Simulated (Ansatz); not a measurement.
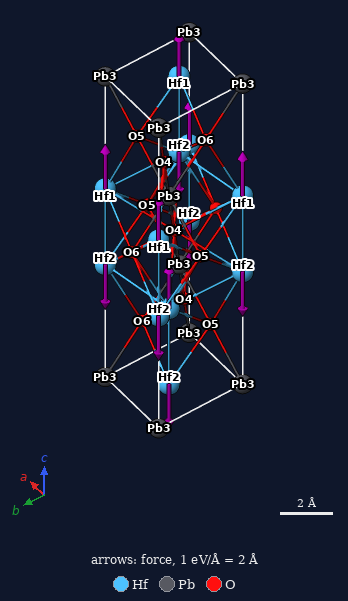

Starting geometry of a crystal of Hf₂PbO₃ (a generated structure, set up in R-3m) (coarse preliminary run) with the computed forces as purple arrows. A ball-and-stick model of the conventional cell (3 times the calculation's cell), seen from a free direction. Lengths and directions refer to the drawn axes.

All numbers below come from DFT PBE, scalar-relativistic, plane waves, PAW in Ansatz 0.2.0.

Input
```yaml
crystal:
  lattice:
    - [2.66313471, 1.53756154, 4.20618623]
    - [-2.66313471, 1.53756154, 4.20618623]
    - [0.0, -3.07512308, 4.20618623]
  atoms:
    - { symbol: Hf, position: [0.62586874, 0.62586874, 0.62586874] }
    - { symbol: Hf, position: [0.37413126, 0.37413126, 0.37413126] }
    - { symbol: Pb, position: [0.0, 0.0, 0.0] }
    - { symbol: O, position: [0.0, 0.5, 0.0] }
    - { symbol: O, position: [0.5, 0.0, 0.0] }
    - { symbol: O, position: [0.0, 0.0, 0.5] }
basis:
  ecutwfc: 420
kpoints:
  mp_grid: { grid: [6, 6, 6] }
hamiltonian:
  xc: pbe
scf:
  occupations: { method: gaussian, width: 0.1 }
  lower_state_search: "off"
output:
  forces: true
  stress: true
  eigenvalues: true
relax:
  adjacent_minimum: "off"
  f_tol: 0.04
  max_steps: 70
  cell: { stress_tol: 0.4 }
```

Command:
```bash
ansatz run input.yaml --threads 1 --pin off --max-ram 2560MiB --backend cpu --events-out ev --progress --plain --runs-dir out
```

What follows when this structure is relaxed?

Answer. It isn't relaxed: the largest force vector, on Hf atoms, is 0.96 eV/Å. The atoms end up moving mostly along the starting forces (cosine between the two patterns 1.00). Over 15 accepted moves (17 points after the start) the energy falls by 2253 meV per atom. The largest force component goes from 0.96 to 0.025 eV/Å. Pressure: −12.96 GPa at the start and 0.11 GPa at the end. The SCF was repeated twice at an unchanged geometry on a basis and grid sized afresh for the cell, which shifted the energy by 37.0 meV per atom at most. The largest moves relative to the cell, 2.06 Å, are those of Hf1 and Hf2. Hf2 goes along −c. O and Pb stay in place. Cell: a = b 5.326 → 5.479 Å (+2.9 %), c 12.619 → 15.331 Å (+21.5 %). Volume +28.6 %. Some distances before and after: Hf1–Hf2 3.177 → 7.984 Å, Hf1–O4 3.101 → 4.841 Å, Hf1–O4 (another image) 3.036 → 1.937 Å, Hf1–Hf2 (another image) 3.243 → 4.274 Å. Bonds break: Hf1–Hf2 (3.18 → 7.98 Å), Hf1–Hf2 (3.24 → 4.27 Å). The space group stays R-3m (No. 166).
